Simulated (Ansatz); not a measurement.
**Fields on a plane of Zr (hcp, Mg type)**

```yaml
crystal:
  lattice:
    - [3.23126, 0.00000, 0.00000]
    - [-1.61563, 2.79835, 0.00000]
    - [0.00000, 0.00000, 5.17316]
  atoms:
    - { symbol: Zr, position: [0.33333, 0.66667, 0.75000] }
    - { symbol: Zr, position: [0.66667, 0.33333, 0.25000] }
```

The slice is a (1 -1 0 0) plane (indices of the conventional cell) through the point (0.667, 0.333, 0.250) (fractional), spanned by u = [110] and v = [001] in vectors of this cell: u (3.23 Å) and v (5.17 Å, at 90° to u). It covers one period; positions are fractions (u, v).

Atoms on it: Zr at (0.00, 0.00). Other atoms lie within 1 Å of the plane.

The numbers are results of PBE (plane waves to 420 eV, PAW, scalar-relativistic; Ansatz, an electronic-structure program), not measurements. k mesh 17×17×9. These are valence fields of a PAW run, semicore shells included where kept as valence: close to a nucleus they are smooth pseudo fields. Zr is run without spin polarisation. Zr was relaxed with its symmetry unable to fall.

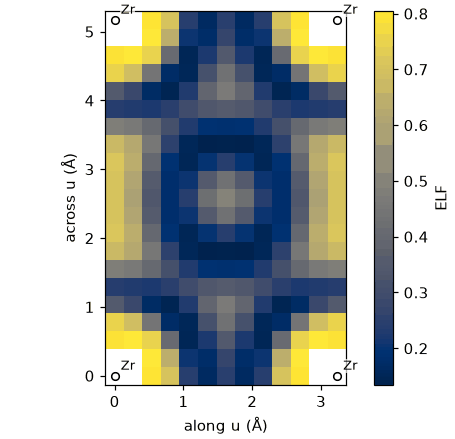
Fig. 1. Electron localisation function (ELF), one period of the plane, atoms marked. Points within 0.5 Å of a nucleus are left white, as the pseudised field means little there.

```tsv
v \ u	0.00	0.17	0.33	0.50	0.67	0.83
0.90	x	x	2.3	8.6	2.3	x
0.75	5.0	6.5	8.4	9.0	8.4	6.5
0.60	10.5	8.4	2.3	<2.0	2.3	8.4
0.45	10.4	7.7	<2.0	x	<2.0	7.7
0.30	8.8	8.6	7.6	6.8	7.6	8.6
0.15	x	x	5.4	9.5	5.4	x
0.00	x	x	<2.0	7.4	<2.0	x
```

Values: electrostatic potential energy of an electron, from the cell's mean, in eV. Points within 1 Å of a nucleus are blanked (x), as the pseudised field means little there. Values under 2 eV are set to 2. The zero, the cell's mean, hangs on the PAW cores.

The density on the Zr–Zr line (3.23 Å) at its midpoint is 0.17 e/Å³ and the ELF at that point is 0.24.
